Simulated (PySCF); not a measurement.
**BF3 (boron trifluoride) at HF/6-31++G(d,p) (Cartesian functions)**

Aim: the electrostatic solvation energy at fixed shape (SS(V)PE, water) of BF3 (boron trifluoride) at HF/6-31++G** (Cartesian functions), from 2 runs. The job is set up through a Python script.

Program for the calculation: PySCF 2.14.0.

8 further runs of the same task are left out: 3 that didn't finish, 5 set aside as unsound or not needed.

### 1 The system as given

BF3: 4 atoms, total charge 0, spin state singlet. As SMILES, `FB(F)F`. The shape is that of a GFN2-xTB optimisation.

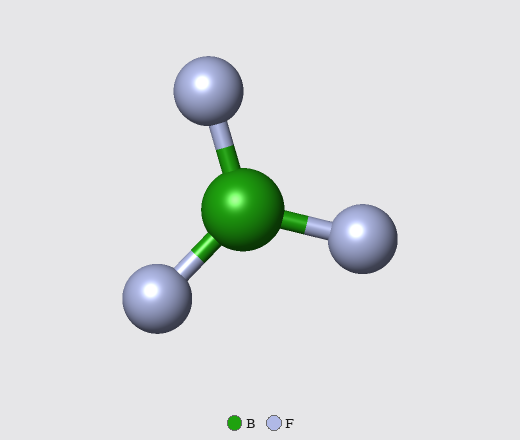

Viewed from a chosen angle; boron green, fluorine light blue.

### 2 A single-point energy at HF/6-31++G(d,p) (Cartesian functions)

The input, mol.sdf:

```

     RDKit          3D

  4  3  0  0  0  0  0  0  0  0999 V2000
    0.0001    0.0000   -0.0002 B   0  0  0  0  0  0  0  0  0  0  0  0
    1.3003   -0.0277    0.0135 F   0  0  0  0  0  0  0  0  0  0  0  0
   -0.6262    1.1398   -0.0173 F   0  0  0  0  0  0  0  0  0  0  0  0
   -0.6742   -1.1121    0.0040 F   0  0  0  0  0  0  0  0  0  0  0  0
  2  1  1  0
  3  1  1  0
  4  1  1  0
M  END
$$$$
```

The input, input.py:

```python
from pyscf import gto, scf
from rdkit import Chem

rd = Chem.MolFromMolFile('mol.sdf', removeHs=False, sanitize=False)
xyz = rd.GetConformer().GetPositions()
geom = [(a.GetSymbol(), tuple(x)) for a, x in zip(rd.GetAtoms(), xyz)]
for s, x in geom:
    print('%-2s %12.6f %12.6f %12.6f' % (s, *x))

molecule = gto.Mole()
molecule.atom = geom
molecule.basis = '6-31++g**'
molecule.verbose = 3
molecule.max_memory = 1860
molecule.cart = True
molecule.spin = 0
molecule.build()

mf = scf.RHF(molecule)
mf.kernel()

e_final = mf.e_tot
print('Final energy', e_final)
```

Run with:

```
OMP_NUM_THREADS=1 python input.py
```

Log:

```text
B      0.000100     0.000000    -0.000200
F      1.300300    -0.027700     0.013500
F     -0.626200     1.139800    -0.017300
F     -0.674200    -1.112100     0.004000
converged SCF energy = -323.208924631366
Final energy -323.20892463136636
```

Wall time 1.1 s (1 thread of Arm Neoverse V1, shared host); peak memory 0.16 GiB.

### 3 A single-point energy at HF/6-31++G(d,p) (Cartesian functions, SS(V)PE water)

mol.sdf is that of step 2.

The input, input.py:

```python
# BF3
from pyscf import gto, solvent
from rdkit import Chem

rd = Chem.MolFromMolFile('mol.sdf', removeHs=False, sanitize=False)
xyz = rd.GetConformer().GetPositions()
geom = [(a.GetSymbol(), tuple(x)) for a, x in zip(rd.GetAtoms(), xyz)]
for s, x in geom:
    print('%-2s %12.6f %12.6f %12.6f' % (s, *x))

mol = gto.M(
    atom=geom,
    spin=0,
    basis='6-31++g**',
    max_memory=1860,
    verbose=3,
    cart=True,
)

mf = mol.RHF()
mf = mf.PCM()
mf.with_solvent.method = 'SS(V)PE'
mf.with_solvent.eps = 78.3553
mf.kernel()

energy = mf.e_tot
print('E(%s) = %.9f' % ('HF', energy))
```

Run with:

```
OMP_NUM_THREADS=1 python input.py
```

Log:

```text
B      0.000100     0.000000    -0.000200
F      1.300300    -0.027700     0.013500
F     -0.626200     1.139800    -0.017300
F     -0.674200    -1.112100     0.004000

WARN: PCM is an experimental feature. It is still in testing.
Features and APIs may be changed in the future.

converged SCF energy = -323.212152036158
E(HF) = -323.212152036
```

It took 5.4 s on 1 thread of Arm Neoverse V1, shared host; peak memory 0.24 GiB.

### 4 Summary of results

Level: HF/6-31++G** (Cartesian functions).

```
                                        quantity          value
                         gas phase: total energy  -323.20892 Eh
                        gas phase: dipole moment         0.00 D
                          gas phase: HOMO energy      -18.08 eV
                          gas phase: LUMO energy        1.40 eV
                        gas phase: HOMO–LUMO gap       19.48 eV
                    SS(V)PE, water: total energy  -323.21215 Eh
                   SS(V)PE, water: dipole moment         0.00 D
                     SS(V)PE, water: HOMO energy      -18.05 eV
                     SS(V)PE, water: LUMO energy        1.54 eV
                   SS(V)PE, water: HOMO–LUMO gap       19.58 eV
      SS(V)PE, water: solvent term in the energy    -8.8 kJ/mol
energy change from gas to solvent at fixed shape      -0.088 eV
```

The solvent model (SS(V)PE, water) lowers the energy by 0.09 eV (−2.0 kcal/mol) at the same shape. It holds the electrostatic part alone, without cavity or dispersion terms. Mulliken charges (gas phase) run from -0.49 on F2 to +1.48 on B1; in a basis this large or diffuse they mean little. Mulliken charges (SS(V)PE, water) run from -0.50 on F2 to +1.51 on B1; in a basis this large or diffuse they mean little.
